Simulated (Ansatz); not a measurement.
# SiC: response to strain

Start from SiC in the wurtzite structure (space group P6_3mc, No. 186; a = 3.0920 Å, c = 5.0743 Å). Axes: x lies along a and z along c of the hexagonal cell.

Strains are applied to the cell and any free atomic positions relax.

Computed with PBE (Ansatz, a first-principles code), no spin-orbit coupling.

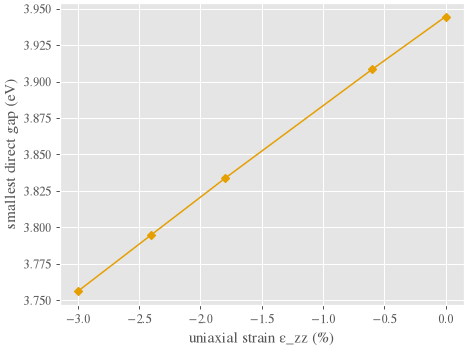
Fig. 1. Smallest direct gap against uniaxial strain ε_zz

| uniaxial strain ε_zz (%) | smallest direct gap |
|---|---|
| -3 | 3.76 eV |
| -2.4 | 3.79 eV |
| -1.8 | 3.83 eV |
| -0.6 | 3.91 eV |

Whether these cells are dynamically stable was not tested.
